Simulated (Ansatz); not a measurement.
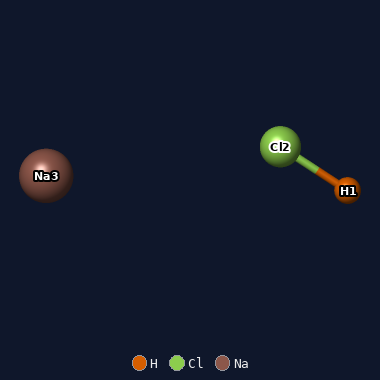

The system is H + ClNa, spin multiplicity 2; the picture shows the reference structure. 
- The first coordinate is: distance H1–Cl2; the second: distance Cl2–Na3.
- Nothing is relaxed (the angle H1–Cl2–Na3 is fixed at 140 degrees).
- Grid: 13 × 13 points.
- Points are written as (first, second).
- All energies are given in kJ/mol relative to H far from the relaxed ClNa (each part in its own basis).
- Computed with UKS PBE0-D4/aug-cc-pVTZ in Ansatz.

Its coordinates:

```yaml
atoms:
  - { symbol: H, position_ang: [-1.2590, 0.0000, 0.0000] }
  - { symbol: Cl, position_ang: [0.0000, 0.0000, 0.0000] }
  - { symbol: Na, position_ang: [2.8512, 2.3925, 0.0000] }
```

Range: distance H1–Cl2 from 1.064 to 3.064 Å; distance Cl2–Na3 from 2.144 to 4.144 Å.

### What will the energy surface look like?

The lowest grid point is at (1.259 Å, 3.722 Å), −51 kJ/mol from H far from the relaxed ClNa (each part in its own basis). The energy also falls towards the edge at (3.064 Å, 2.339 Å) (49 kJ/mol above the lowest), where a further well may lie outside the range. The highest grid point, (3.064 Å, 4.144 Å), lies 240 kJ/mol above the lowest. On the interpolated surface the lowest path from the side where the first distance is long, about (3.06 Å, 2.37 Å), to the side where the second distance is long, about (1.29 Å, 3.95 Å), has its top at about (1.74 Å, 2.45 Å), about 15 kJ/mol above the start and 65 kJ/mol above the end.

```csv
"distance Cl2–Na3 ↓, distance H1–Cl2 →",1.064,1.143,1.259,1.394,1.543,1.705,1.876,2.056,2.245,2.440,2.642,2.850,3.064
4.144,61,−12,−51,−36,14,75,124,157,175,184,187,188,189
3.930,61,−12,−51,−37,12,70,115,144,159,165,167,168,169
3.722,61,−12,−51,−37,10,63,105,129,140,144,145,146,147
3.520,62,−12,−51,−38,7,56,92,112,119,121,122,123,123
3.325,64,−10,−50,−38,4,48,78,92,97,98,98,99,99
3.136,67,−8,−47,−37,1,40,63,72,74,74,75,75,75
2.956,71,−3,−44,−35,−1,31,48,53,52,52,52,52,52
2.785,77,2,−40,−33,−3,22,33,33,32,31,30,30,30
2.623,84,9,−33,−28,−4,15,19,17,15,13,12,12,12
2.474,97,21,−22,−20,−1,12,12,8,4,2,1,1,1
2.339,115,39,−5,−5,9,16,13,7,3,0,−1,−2,−2
2.223,139,63,19,16,27,30,23,16,12,9,8,7,7
2.144,163,87,42,38,46,46,38,31,26,23,22,21,21
```

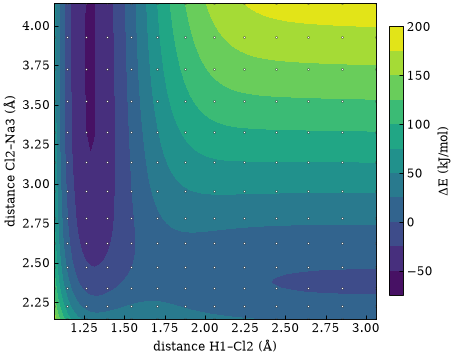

The picture shows filled contours, dots at the grid points. Between grid points the surface is interpolated.

The whole map (169 points run) took 34 min on 1 thread of Arm Neoverse N1, with other jobs on the host.
